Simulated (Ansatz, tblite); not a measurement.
# Ga10As10 zinc blende off sphere (Ga10As10H28): a ladder of methods and basis sets

How do method and basis change the picture of Ga10As10 zinc blende off sphere (Ga10As10H28) (singlet)?

Method: as each input shows; program: Ansatz 0.2.0, Gaussian basis.

Plan: GFN1-xTB, GFN2-xTB, PBE-D4/def2-TZVP, r2SCAN-D4/def2-TZVP, PBE-D4/def2-SVP, PBE0-D4/def2-SVP.

1 further run of the same task is left out (set aside as unsound or not needed).

## Step 1: The geometry

The geometry is that of the singlet, from an earlier relaxation (r2SCAN-D4/def2-SVP).

48 atoms, charge 0, spin multiplicity 1.

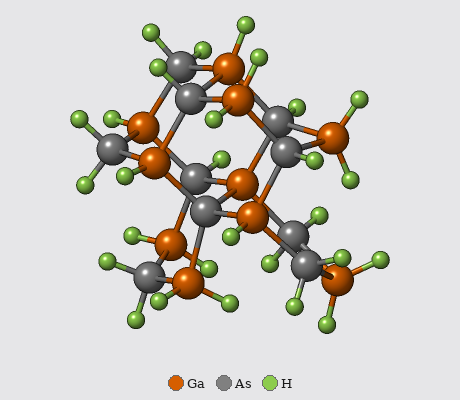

The geometry (gallium orange, arsenic grey, hydrogen green).

PBE0-D4/def2-TZVP was run before; its log isn't repeated, and its numbers join the tables.

## Step 2: GFN1-xTB

Tight binding, by tblite at 300 K electronic temperature and without a spin-polarisation term:

```python
tblite.interface.Calculator('GFN1-xTB', numbers, positions, charge=0, uhf=0).singlepoint()
```

Energy -1426.0629 eV, HOMO -10.51 eV, LUMO -6.80 eV; 0.45 s.

## Step 3: GFN2-xTB

Tight binding, by tblite at 300 K electronic temperature and without a spin-polarisation term:

```python
tblite.interface.Calculator('GFN2-xTB', numbers, positions, charge=0, uhf=0).singlepoint()
```

Energy -1357.3059 eV, HOMO -10.70 eV, LUMO -6.97 eV; 0.54 s.

## Step 4: PBE-D4/def2-TZVP

start.molden holds the orbitals of an earlier run on this state, given as this run's starting guess.

in.yaml

```yaml
crystal:
  periodic: [false, false, false]
  atoms:
    - {symbol: Ga, position_ang: [-4.306316, 1.941754, -0.372732]}
    - {symbol: Ga, position_ang: [-1.849834, -3.149372, 3.237790]}
    - {symbol: Ga, position_ang: [1.616821, -3.685916, -0.141148]}
    - {symbol: Ga, position_ang: [-1.291764, 2.275870, -3.219417]}
    - {symbol: Ga, position_ang: [1.914848, -0.709021, -3.155273]}
    - {symbol: Ga, position_ang: [-0.941570, -0.590871, -0.356932]}
    - {symbol: Ga, position_ang: [-1.151392, 1.728182, 2.850581]}
    - {symbol: Ga, position_ang: [1.905577, -0.615689, 2.457973]}
    - {symbol: Ga, position_ang: [1.847781, 2.240348, -0.160259]}
    - {symbol: Ga, position_ang: [4.800182, -0.711518, -0.386632]}
    - {symbol: As, position_ang: [-2.405897, -1.987820, 1.072065]}
    - {symbol: As, position_ang: [-2.485444, 0.812678, -1.671039]}
    - {symbol: As, position_ang: [-2.900204, 2.882552, 1.466761]}
    - {symbol: As, position_ang: [0.482930, -2.050548, -1.687345]}
    - {symbol: As, position_ang: [0.385042, -2.148672, 3.735709]}
    - {symbol: As, position_ang: [3.141786, -2.042752, 0.916221]}
    - {symbol: As, position_ang: [0.289947, 0.761122, -4.381292]}
    - {symbol: As, position_ang: [0.307576, 3.456598, -1.740668]}
    - {symbol: As, position_ang: [3.141506, 0.738799, -1.615779]}
    - {symbol: As, position_ang: [0.373480, 0.798853, 1.133871]}
    - {symbol: H, position_ang: [-4.874075, 3.112667, -1.238855]}
    - {symbol: H, position_ang: [-5.176328, 0.812757, 0.273455]}
    - {symbol: H, position_ang: [-2.866403, -2.586247, 4.280057]}
    - {symbol: H, position_ang: [-1.639530, -4.649836, 2.869407]}
    - {symbol: H, position_ang: [2.377549, -4.741582, -1.003712]}
    - {symbol: H, position_ang: [0.494961, -4.058366, 0.898845]}
    - {symbol: H, position_ang: [-2.108472, 3.200538, -4.172830]}
    - {symbol: H, position_ang: [2.765930, -1.482735, -4.209885]}
    - {symbol: H, position_ang: [-1.889474, 0.471579, 3.447418]}
    - {symbol: H, position_ang: [-0.444905, 2.811398, 3.726755]}
    - {symbol: H, position_ang: [2.725057, 0.233145, 3.486401]}
    - {symbol: H, position_ang: [2.693996, 3.305560, 0.604790]}
    - {symbol: H, position_ang: [5.465272, -1.614899, -1.478014]}
    - {symbol: H, position_ang: [5.585575, 0.215142, 0.599316]}
    - {symbol: H, position_ang: [-3.034345, -2.983376, 0.122410]}
    - {symbol: H, position_ang: [-3.628796, -1.124829, 1.280635]}
    - {symbol: H, position_ang: [-3.177307, -0.153923, -2.610299]}
    - {symbol: H, position_ang: [-3.883661, 3.527255, 2.418218]}
    - {symbol: H, position_ang: [-2.298096, 4.171422, 0.951574]}
    - {symbol: H, position_ang: [-0.470137, -2.782669, -2.609696]}
    - {symbol: H, position_ang: [1.268264, -3.305083, 4.144963]}
    - {symbol: H, position_ang: [0.254931, -1.522710, 5.105126]}
    - {symbol: H, position_ang: [3.991440, -2.870713, 1.858251]}
    - {symbol: H, position_ang: [-0.544508, -0.077434, -5.322403]}
    - {symbol: H, position_ang: [1.020574, 1.562207, -5.436123]}
    - {symbol: H, position_ang: [1.103962, 4.387521, -2.626479]}
    - {symbol: H, position_ang: [-0.479326, 4.518881, -1.008283]}
    - {symbol: H, position_ang: [3.944498, 1.645952, -2.525298]}
basis:
  gaussian: {orbitals: def2-TZVP, fitting: {mean_field: def2-universal-jkfit}, initial_orbitals: start.molden}
hamiltonian: {xc: pbe, dispersion: d4}
scf: {omitted_lower_state_checks: [starts]}
output: {forces: true, orbitals: {seedname: orbitals}}
```

The run is started by

```
ansatz run in.yaml --threads 11 --pin off --events-out ev --progress --plain --max-ram 110592MiB --backend cuda --devices 0, --max-vram 75GiB
```

Standard output:

```text
Functional definition: PBE
  name "PBE"
  cite "Perdew, Burke & Ernzerhof, Phys. Rev. Lett. 77, 3865 (1996) doi:10.1103/PhysRevLett.77.3865"
  parent pbe
  parameter kappa = 0.804
  parameter beta = 0.06672455060314922
  exchange = pbe_x(kappa = kappa, mu = beta*pi^2/3)
  correlation = pbe_c(beta = beta)
these checks for a lower state are left out or cut short: starts
5824 factors; integrals over basis functions are off by at most 6.1e-1 eV
mean field evaluation 1: about -1132489.8783 eV, gradient 3.5e1 eV
mean field evaluation 2: about -1132490.9453 eV, gradient 1.3e0 eV
mean field evaluation 4: about -1132490.9332 eV, gradient 1.0e-1 eV
mean field evaluation 8: about -1132490.9333 eV, gradient 1.8e-5 eV
mean field -1132490.93327051 eV, -41618.2741677662 hartree, gradient 1.8e-5 eV, S^2 0.000000; 0 other end points of the search recorded, 0 dependent functions left out
the calculation of the forces begins
reference -1132490.93338731 eV, -41618.2741720586 hartree; 334, 334 occupied and 794, 794 virtual orbitals, 5824 factors
Total energy: -1132495.06230973 eV, -41618.4259071587 hartree
Atom 0 at    -4.306316     1.941754    -0.372732 Å, force     0.013729    -0.000155    -0.010039 eV/Å
Atom 1 at    -1.849834    -3.149372     3.237790 Å, force     0.004172    -0.004241     0.000019 eV/Å
Atom 2 at     1.616821    -3.685916    -0.141148 Å, force    -0.008062     0.028444     0.014189 eV/Å
Atom 3 at    -1.291764     2.275870    -3.219417 Å, force    -0.003429    -0.015705     0.016791 eV/Å
Atom 4 at     1.914848    -0.709021    -3.155273 Å, force    -0.030458     0.033957     0.034470 eV/Å
Atom 5 at    -0.941570    -0.590871    -0.356932 Å, force     0.021325     0.029935    -0.040585 eV/Å
Atom 6 at    -1.151392     1.728182     2.850581 Å, force     0.007797    -0.005854    -0.026693 eV/Å
Atom 7 at     1.905577    -0.615689     2.457973 Å, force    -0.016506    -0.017206    -0.044861 eV/Å
Atom 8 at     1.847781     2.240348    -0.160259 Å, force    -0.039025    -0.044593    -0.035843 eV/Å
Atom 9 at     4.800182    -0.711518    -0.386632 Å, force    -0.019914    -0.007112     0.011215 eV/Å
Atom 10 at    -2.405897    -1.987820     1.072065 Å, force     0.165554     0.010496     0.083468 eV/Å
Atom 11 at    -2.485444     0.812678    -1.671039 Å, force     0.055963     0.062628     0.120848 eV/Å
Atom 12 at    -2.900204     2.882552     1.466761 Å, force     0.071064    -0.179697    -0.052808 eV/Å
Atom 13 at     0.482930    -2.050548    -1.687345 Å, force     0.096665     0.035342     0.097178 eV/Å
Atom 14 at     0.385042    -2.148672     3.735709 Å, force    -0.066978     0.070191    -0.194652 eV/Å
Atom 15 at     3.141786    -2.042752     0.916221 Å, force    -0.077371     0.073463    -0.118743 eV/Å
Atom 16 at     0.289947     0.761122    -4.381292 Å, force     0.036951    -0.017352     0.191885 eV/Å
Atom 17 at     0.307576     3.456598    -1.740668 Å, force     0.021452    -0.210254     0.053682 eV/Å
Atom 18 at     3.141506     0.738799    -1.615779 Å, force    -0.070307    -0.075390     0.097213 eV/Å
Atom 19 at     0.373480     0.798853     1.133871 Å, force    -0.022829    -0.002730    -0.003801 eV/Å
Atom 20 at    -4.874075     3.112667    -1.238855 Å, force    -0.053109     0.119815    -0.094987 eV/Å
Atom 21 at    -5.176328     0.812757     0.273455 Å, force    -0.077088    -0.128254     0.077660 eV/Å
Atom 22 at    -2.866403    -2.586247     4.280057 Å, force    -0.106482     0.069214     0.106014 eV/Å
Atom 23 at    -1.639530    -4.649836     2.869407 Å, force     0.030589    -0.150065    -0.047880 eV/Å
Atom 24 at     2.377549    -4.741582    -1.003712 Å, force     0.085898    -0.111887    -0.101071 eV/Å
Atom 25 at     0.494961    -4.058366     0.898845 Å, force    -0.125385    -0.025763     0.110090 eV/Å
Atom 26 at    -2.108472     3.200538    -4.172830 Å, force    -0.091682     0.104179    -0.103248 eV/Å
Atom 27 at     2.765930    -1.482735    -4.209885 Å, force     0.093300    -0.085831    -0.114170 eV/Å
Atom 28 at    -1.889474     0.471579     3.447418 Å, force    -0.070586    -0.132603     0.045263 eV/Å
Atom 29 at    -0.444905     2.811398     3.726755 Å, force     0.077734     0.109519     0.083737 eV/Å
Atom 30 at     2.725057     0.233145     3.486401 Å, force     0.079592     0.092282     0.103195 eV/Å
Atom 31 at     2.693996     3.305560     0.604790 Å, force     0.090565     0.113513     0.084405 eV/Å
Atom 32 at     5.465272    -1.614899    -1.478014 Å, force     0.059578    -0.093629    -0.118850 eV/Å
Atom 33 at     5.585575     0.215142     0.599316 Å, force     0.073634     0.103144     0.103407 eV/Å
Atom 34 at    -3.034345    -2.983376     0.122410 Å, force    -0.076745    -0.099789    -0.104049 eV/Å
Atom 35 at    -3.628796    -1.124829     1.280635 Å, force    -0.143275     0.093605     0.004736 eV/Å
Atom 36 at    -3.177307    -0.153923    -2.610299 Å, force    -0.074118    -0.114514    -0.113332 eV/Å
Atom 37 at    -3.883661     3.527255     2.418218 Å, force    -0.113688     0.091572     0.107690 eV/Å
Atom 38 at    -2.298096     4.171422     0.951574 Å, force     0.068433     0.152334    -0.060092 eV/Å
Atom 39 at    -0.470137    -2.782669    -2.609696 Å, force    -0.117132    -0.080153    -0.110428 eV/Å
Atom 40 at     1.268264    -3.305083     4.144963 Å, force     0.105594    -0.129315     0.057335 eV/Å
Atom 41 at     0.254931    -1.522710     5.105126 Å, force    -0.009153     0.063808     0.164111 eV/Å
Atom 42 at     3.991440    -2.870713     1.858251 Å, force     0.097477    -0.099072     0.114081 eV/Å
Atom 43 at    -0.544508    -0.077434    -5.322403 Å, force    -0.100079    -0.091164    -0.120707 eV/Å
Atom 44 at     1.020574     1.562207    -5.436123 Å, force     0.081225     0.093160    -0.137760 eV/Å
Atom 45 at     1.103962     4.387521    -2.626479 Å, force     0.091041     0.125850    -0.106577 eV/Å
Atom 46 at    -0.479326     4.518881    -1.008283 Å, force    -0.103989     0.136830     0.089187 eV/Å
Atom 47 at     3.944498     1.645952    -2.525298 Å, force     0.088057     0.109048    -0.110696 eV/Å
Dipole moment:    -0.527709     0.572017    -0.830496 e Å
Checks for a lower state left out: starts
```

Run time: 7.5 s. Hardware: 1 × H100 with 11 threads of AMD EPYC 7R13, shared host; peak host memory 1.8 GiB.

Report: HOMO -5.92 eV, LUMO -2.16 eV.

## Step 5: r2SCAN-D4/def2-TZVP

Edit in.yaml of step 4 so:

```diff
@@ -53,4 +53,4 @@
   gaussian: {orbitals: def2-TZVP, fitting: {mean_field: def2-universal-jkfit}, initial_orbitals: start.molden}
-hamiltonian: {xc: pbe, dispersion: d4}
+hamiltonian: {xc: r2scan, dispersion: d4}
 scf: {omitted_lower_state_checks: [starts]}
-output: {forces: true, orbitals: {seedname: orbitals}}
+output: {orbitals: {seedname: orbitals}}
```

The command is unchanged.

Standard output:

```text
Functional definition: r2SCAN
  name "r2SCAN"
  cite "Furness, Kaplan, Ning, Perdew & Sun, J. Phys. Chem. Lett. 11, 8208 (2020) doi:10.1021/acs.jpclett.0c02405"
  cite "Furness, Kaplan, Ning, Perdew & Sun, J. Phys. Chem. Lett. 11, 9248 (2020) doi:10.1021/acs.jpclett.0c03077"
  parent r2scan
  parameter k0 = 0.174
  parameter k1 = 0.065
  parameter a1 = 4.9479
  exchange = r2scan_x(k0 = k0, k1 = k1, a1 = a1)
  correlation = r2scan_c
these checks for a lower state are left out or cut short: starts
5824 factors; integrals over basis functions are off by at most 6.1e-1 eV
mean field evaluation 1: about -1132659.1176 eV, gradient 2.5e1 eV
mean field evaluation 2: about -1132659.5381 eV, gradient 5.7e-1 eV
mean field evaluation 4: about -1132659.5077 eV, gradient 2.0e-3 eV
mean field -1132659.50769557 eV, -41624.4691636234 hartree, gradient 1.3e-5 eV, S^2 0.000000; 0 other end points of the search recorded, 0 dependent functions left out
reference -1132659.50772995 eV, -41624.4691648866 hartree; 334, 334 occupied and 794, 794 virtual orbitals, 5824 factors
Total energy: -1132660.65165170 eV, -41624.5112032355 hartree
Checks for a lower state left out: starts
```

It took 7 s on 1 × H100 with 11 threads of AMD EPYC 7R13, shared host; peak host memory 1.7 GiB.

From the report: HOMO -6.16 eV, LUMO -2.03 eV.

## Step 6: PBE-D4/def2-SVP

Edit in.yaml of step 5 so:

```diff
@@ -52,4 +52,4 @@
 basis:
-  gaussian: {orbitals: def2-TZVP, fitting: {mean_field: def2-universal-jkfit}, initial_orbitals: start.molden}
-hamiltonian: {xc: r2scan, dispersion: d4}
+  gaussian: {orbitals: def2-SVP, fitting: {mean_field: def2-universal-jkfit}, initial_orbitals: start.molden}
+hamiltonian: {xc: pbe, dispersion: d4}
 scf: {omitted_lower_state_checks: [starts]}
```

Launched as before.

Standard output:

```text
Functional definition: PBE
  name "PBE"
  cite "Perdew, Burke & Ernzerhof, Phys. Rev. Lett. 77, 3865 (1996) doi:10.1103/PhysRevLett.77.3865"
  parent pbe
  parameter kappa = 0.804
  parameter beta = 0.06672455060314922
  exchange = pbe_x(kappa = kappa, mu = beta*pi^2/3)
  correlation = pbe_c(beta = beta)
these checks for a lower state are left out or cut short: starts
5824 factors; integrals over basis functions are off by at most 3.5e-1 eV
mean field evaluation 1: about -1132347.1506 eV, gradient 2.7e1 eV
mean field evaluation 2: about -1132348.2150 eV, gradient 1.1e0 eV
mean field evaluation 4: about -1132348.2028 eV, gradient 6.9e-2 eV
mean field -1132348.20279143 eV, -41613.0289194061 hartree, gradient 7.6e-5 eV, S^2 0.000000; 0 other end points of the search recorded, 0 dependent functions left out
reference -1132348.20289408 eV, -41613.0289231786 hartree; 334, 334 occupied and 446, 446 virtual orbitals, 5824 factors
Total energy: -1132352.33181650 eV, -41613.1806582787 hartree
Checks for a lower state left out: starts
```

Wall time 4 s (1 × H100 with 11 threads of AMD EPYC 7R13, shared host); peak host memory 1.7 GiB.

Report: HOMO -5.87 eV, LUMO -2.08 eV.

## Step 7: PBE0-D4/def2-SVP

Edit in.yaml of step 6 so:

```diff
@@ -53,3 +53,3 @@
   gaussian: {orbitals: def2-SVP, fitting: {mean_field: def2-universal-jkfit}, initial_orbitals: start.molden}
-hamiltonian: {xc: pbe, dispersion: d4}
+hamiltonian: {xc: pbe0, dispersion: d4}
 scf: {omitted_lower_state_checks: [starts]}
```

Same command.

Standard output:

```text
Functional definition: PBE0
  name "PBE0"
  cite "Adamo & Barone, J. Chem. Phys. 110, 6158 (1999) doi:10.1063/1.478522"
  cite "Perdew, Burke & Ernzerhof, Phys. Rev. Lett. 77, 3865 (1996) doi:10.1103/PhysRevLett.77.3865"
  parent pbe
  parameter a = 0.25
  parameter kappa = 0.804
  parameter beta = 0.06672455060314922
  exchange = (1 - a)*pbe_x(kappa = kappa, mu = beta*pi^2/3) + a*exact_x
  correlation = pbe_c(beta = beta)
these checks for a lower state are left out or cut short: starts
5824 factors; integrals over basis functions are off by at most 3.5e-1 eV
mean field evaluation 1: about -1132378.6372 eV, gradient 1.1e1 eV
mean field evaluation 2: about -1132378.7672 eV, gradient 1.3e-1 eV
mean field evaluation 4: about -1132378.7513 eV, gradient 9.3e-5 eV
mean field -1132378.75125865 eV, -41614.1515548699 hartree, gradient 1.5e-5 eV, S^2 0.000000; 0 other end points of the search recorded, 0 dependent functions left out
reference -1132378.75133513 eV, -41614.1515576806 hartree; 334, 334 occupied and 446, 446 virtual orbitals, 5824 factors
Total energy: -1132382.53509356 eV, -41614.2906082382 hartree
Checks for a lower state left out: starts
```

Wall time 7 s (1 × H100 with 11 threads of AMD EPYC 7R13, shared host); peak host memory 1.7 GiB.

HOMO -6.84 eV, LUMO -1.37 eV.

## Step 8: Comparison

```tsv
level	functions	HOMO (eV)	LUMO (eV)	gap (eV)	time
PBE-D4/def2-SVP	780	-5.87	-2.08	3.79	4 s
PBE-D4/def2-TZVP	1128	-5.92	-2.16	3.76	7.5 s
r2SCAN-D4/def2-TZVP	1128	-6.16	-2.03	4.12	7 s
PBE0-D4/def2-SVP	780	-6.84	-1.37	5.47	7 s
PBE0-D4/def2-TZVP	1128	-6.86	-1.46	5.40	17 s
```

## Step 9: Binding energy

Free atoms were run apart at each level; binding is atoms less cluster, divided by the number of atoms, without zero-point or spin-orbit terms.

```tsv
level	binding an atom (eV)
PBE-D4/def2-SVP	2.603
PBE-D4/def2-TZVP	2.598
r2SCAN-D4/def2-TZVP	2.621
PBE0-D4/def2-SVP	2.599
PBE0-D4/def2-TZVP	2.594
```

## Step 10: What came out

```
                                                 quantity                                  value
gap in def2-TZVP, named functionals, smallest and largest    3.76 eV (PBE-D4), 5.40 eV (PBE0-D4)
                binding an atom, functionals in def2-TZVP  2.59 (PBE0-D4) to 2.62 eV (r2SCAN-D4)
          PBE0 total energy, smallest basis above largest        142.19 eV (def2-SVP, def2-TZVP)
```

In words: Over the named functionals in def2-TZVP the gap runs from 3.76 eV (PBE-D4) to 5.40 eV (PBE0-D4); exact exchange widens it.

The slowest run with a step of its own, PBE-D4/def2-TZVP, took 7.5 s; the quickest functional in def2-TZVP took 7 s (shared host).
